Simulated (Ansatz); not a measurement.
The starting structures come from a database of crystals and need not be the phases stable at ambient conditions.

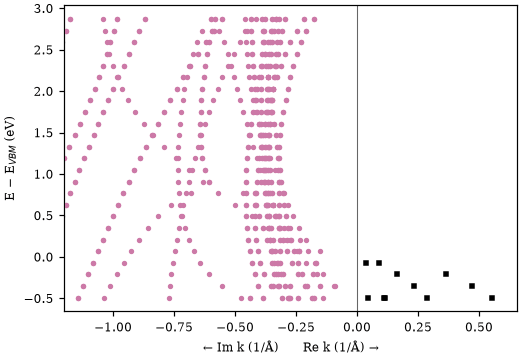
Figure: Complex bands at the centre of the two-dimensional zone; r2SCAN run with Ansatz (an electronic-structure program)

The gap is the functional's own, uncorrected, and κ follows it; spin-orbit coupling is left out. Mid-gap values are interpolated between the computed energies.

Task: This is B₆P (R-3m, not sure to be the ambient phase, 14 atoms a cell, 8.7 Å³ an atom) along the normal of (100). Read off the slowest decay at the centre of the two-dimensional zone at 1.33 eV, the computed energy nearest the middle of the gap.

Result: κ ≈ 0.32 1/Å, a decay length 1/(2κ) of the density of 1.6 Å.
